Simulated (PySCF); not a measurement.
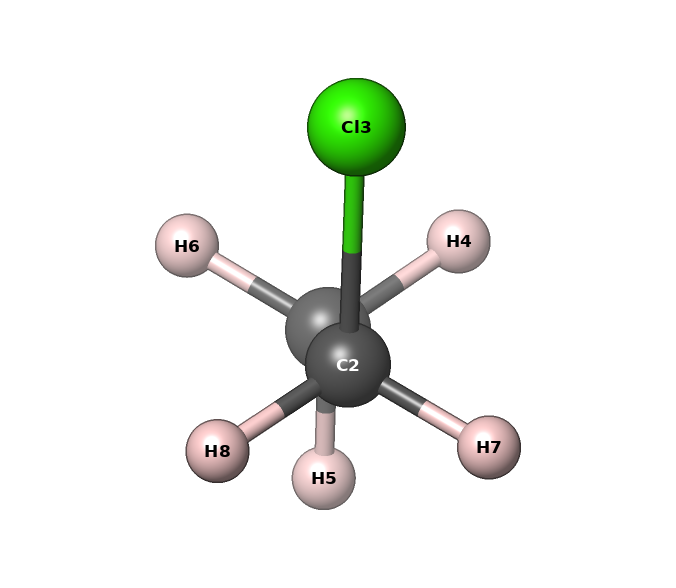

C1 lies behind C2. The molecule seen nearly along the C2–C1 bond, C2 in front. Atoms fade into the background with distance from the viewer. The geometry was computed by an optimisation with PBE0-D3(BJ)/def2-SVP. No frequency run is at hand to confirm it as a minimum.

Q: What is the torsion angle Cl3–C2–C1–H4? The sign is positive where the front bond must turn clockwise to cover the back bond.

A: 60°, synclinal (gauche). The bonds about C2–C1 are staggered.
